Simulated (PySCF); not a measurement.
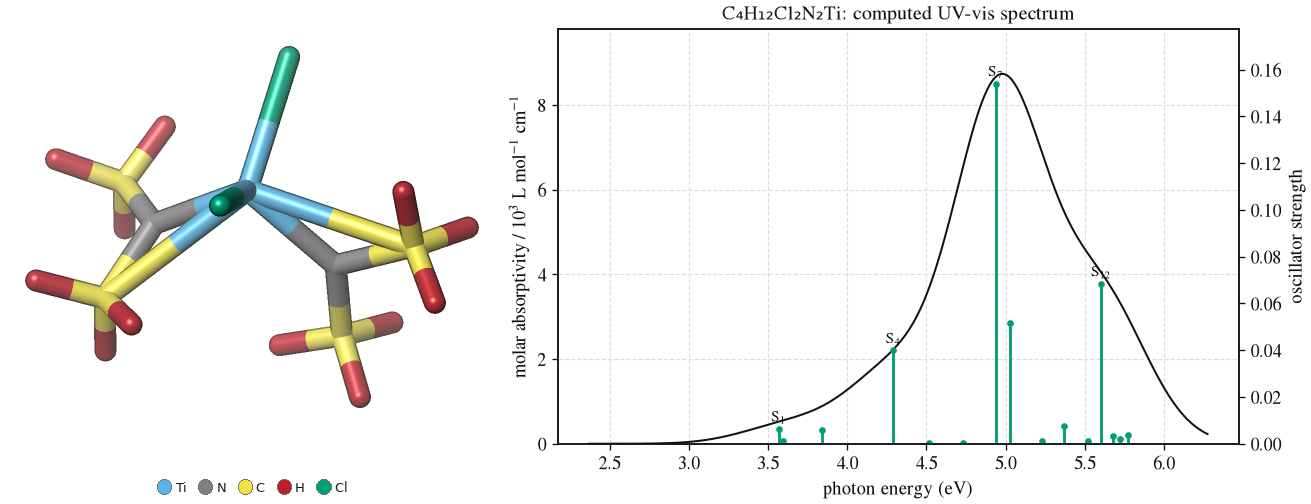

Computed absorption of C₄H₁₂Cl₂N₂Ti, singlet. Vertical TDDFT excitations, ωB97X-D/def2-SVPD in PySCF, at a PBE0-D3(BJ)/def2-SVP geometry (no frequency check), gas phase. The lowest 15 singlet states are shown; each is broadened by a Gaussian of 1/e half-width 0.40 eV. Sticks give oscillator strengths (right axis).

Question: Which of the computed transitions is the brightest, and what character does the calculation give it?

Answer: S7 at 4.94 eV (251 nm), f = 0.154, mainly HOMO → LUMO+2 (51 %).

Question: Where is the maximum of the broadened curve, and how high is it?

Answer: At about 5.0 eV (249 nm), with ε near 8700 L mol⁻¹ cm⁻¹.

Known limits of this run: one conformer of a flexible molecule; core orbitals are frozen in the response.
